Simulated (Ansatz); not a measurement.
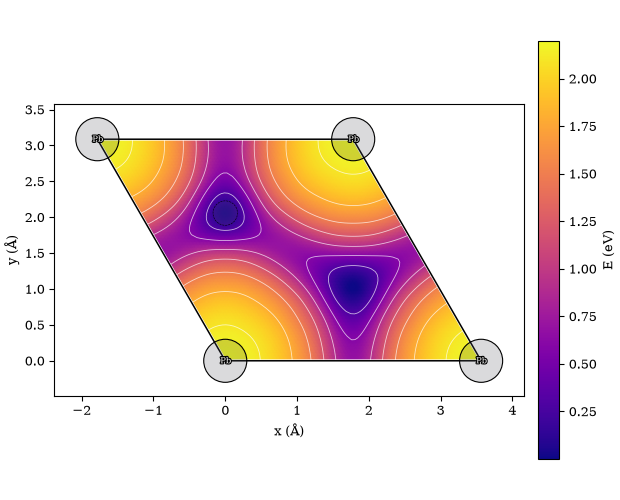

N on a Pb(111) slab cut from the Fm-3m phase, its upper half relaxed before the scan (8 atoms of substrate and one adsorbate in a 2 × 2 cell). N is moved over the surface cell; relaxed at each place: the height of the adsorbate's atoms; substrate rigid; the origin of the map has the adsorbate above Pb5. Places are given modulo a cell vector. The map is drawn in real space over the plane of the surface. The grid has 6 × 6 points; 10 points were computed and 26 follow by symmetry. Places are given in fractions of the 1 × 1 surface cell. All energies are given in eV relative to the lowest grid point. These are results of DFT PBE, scalar-relativistic, plane waves, PAW in Ansatz 0.2.0, not measurements. Settings: cutoff 420 eV, k-mesh 6×6×1, gaussian smearing 0.1 eV, no spin polarisation.

Drawn: a smooth colour map with a few white contour lines, labelled circles for the atoms of the top layer and small ones for the second layer, the outline of one cell of the plane. Between grid points the surface is interpolated.

The lowest grid point is at a threefold hollow, (4/6, 2/6) of the cell vectors. There is a further well near a threefold hollow over a second-layer Pb atom, (2/6, 4/6) of the cell vectors (0.07 eV above the lowest at that grid point). The highest grid point, the top site over a surface Pb atom, (0/6, 0/6) of the cell vectors, lies 2.20 eV above the lowest. On the interpolated surface the easiest way out of the lowest well to the well at a threefold hollow over a second-layer Pb atom, (2/6, 4/6) of the cell vectors passes a barrier of about 0.7 eV. At the lowest point the adsorbate has 3 Pb at 2.26 Å as nearest neighbours, at the highest 1 Pb at 2.02 Å. Its relaxed height above the top atom is 0.93 Å at the lowest and 2.02 Å at the highest point.

N is replaced by O; all else is set up alike.

Q: What does this change do to the map?

A: The lowest place stays at a threefold hollow, (4/6, 2/6) of the cell vectors. The span from the lowest to the highest grid point shrinks from 2.20 to 1.40 eV. The easiest pass out of the lowest well goes from about 0.7 to about 0.48 eV on the interpolated surfaces. Higher wells of the new map: a threefold hollow over a second-layer Pb atom, (2/6, 4/6) of the cell vectors, 0.22 eV up (that grid point lay 0.07 eV up before). In the new map: at the lowest point the adsorbate has 3 Pb at 2.26 Å as nearest neighbours, at the highest 1 Pb at 1.99 Å. Its relaxed height above the top atom is 0.93 Å at the lowest and 1.99 Å at the highest point.

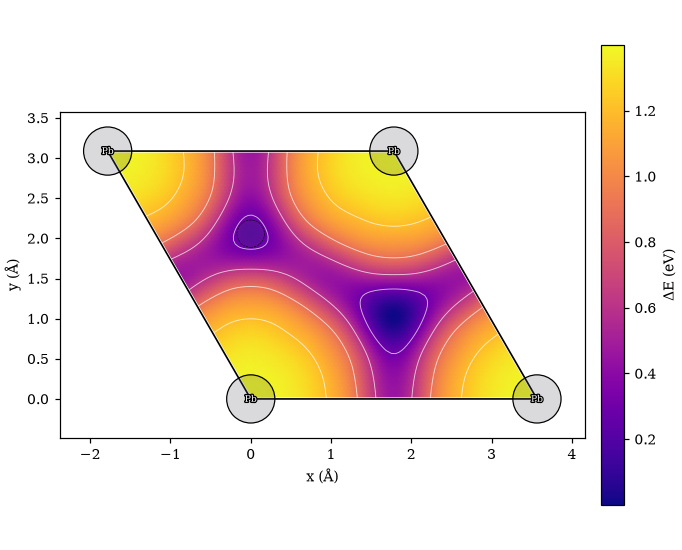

The map after the change, on a colour scale of its own. In the figure: a smooth colour map with a few white contour lines, labelled circles for the atoms of the top layer and small ones for the second layer, the outline of one cell of the plane. Between grid points the surface is interpolated.
